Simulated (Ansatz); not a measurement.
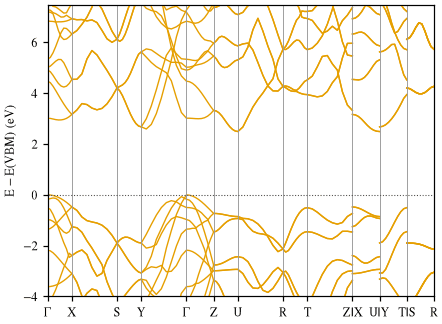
Figure: Band structure from PBEsol in the plane-wave PAW code Ansatz

Read off the gap and where the band edges lie.

About 2.5 eV (2.49 eV by a search for the band edges); maximum at Γ, minimum at U.

The material is SiC in space group Pnma (No. 62; Si on 4c, C on 4c).

The start of the workflow was typed in or built on a structure type; neither database checked (COD, Materials Project) lists it. It is not the phase usual at ambient conditions (space group No. 186, 216). The PBEsol relaxation kept the symmetry of its start; phonons on a q-mesh show no instability.

Potentials: the later of the program's two PAW sets.
